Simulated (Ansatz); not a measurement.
BH7OSi2

```yaml
atoms:
  - { symbol: Si, position_ang: [-0.6195, 2.1848, 0.4446] }
  - { symbol: B, position_ang: [-0.4553, 0.1505, 0.3537] }
  - { symbol: O, position_ang: [0.5344, -0.4055, -0.4089] }
  - { symbol: Si, position_ang: [0.8878, -2.0553, -0.6443] }
  - { symbol: H, position_ang: [0.3947, 2.9156, -0.3916] }
  - { symbol: H, position_ang: [-0.4718, 2.6534, 1.8700] }
  - { symbol: H, position_ang: [-1.9920, 2.6192, -0.0031] }
  - { symbol: H, position_ang: [-1.2169, -0.5777, 0.9649] }
  - { symbol: H, position_ang: [0.7995, -2.3336, -2.1119] }
  - { symbol: H, position_ang: [-0.0808, -2.9141, 0.1128] }
  - { symbol: H, position_ang: [2.2853, -2.2943, -0.1656] }
```

All numbers below come from RKS revPBE-D4/6-31G* in Ansatz 0.2.0.

Question: Predict the electron density and electron localisation function between the atoms.

Answer: B–O (1.37 Å): the density is about 2 e/Å³ at the midpoint; the ELF peaks at about 0.90 between the atoms; a shared but strongly polarised pair.
Si–O (1.70 Å): ρ is about 1 e/Å³ halfway; the ELF peaks at about 0.85 between the atoms, as expected for a polar covalent bond.
Si–B (2.04 Å): the density is about 0.77 e/Å³ at the midpoint; the ELF peaks at about 1 between the atoms, as expected for a covalent bond.
B–H (1.22 Å): ρ is about 1.2 e/Å³ halfway; the ELF climbs to about 1 towards the hydrogen, as it does in any bond to H; an ordinary covalent bond to hydrogen.

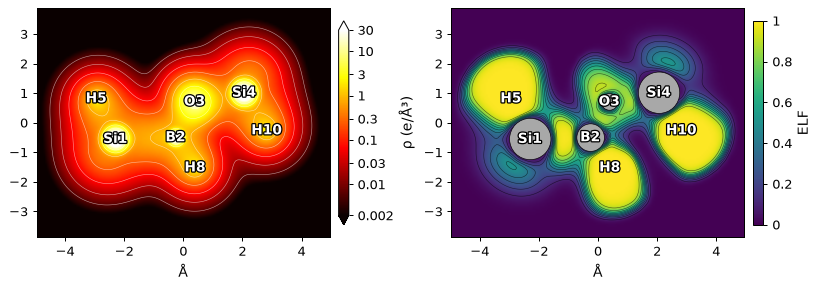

Computed electron density and electron localisation function on the plane of atoms B2, Si1 and H5, in this order. Grey discs cover the atomic cores in the ELF map. 
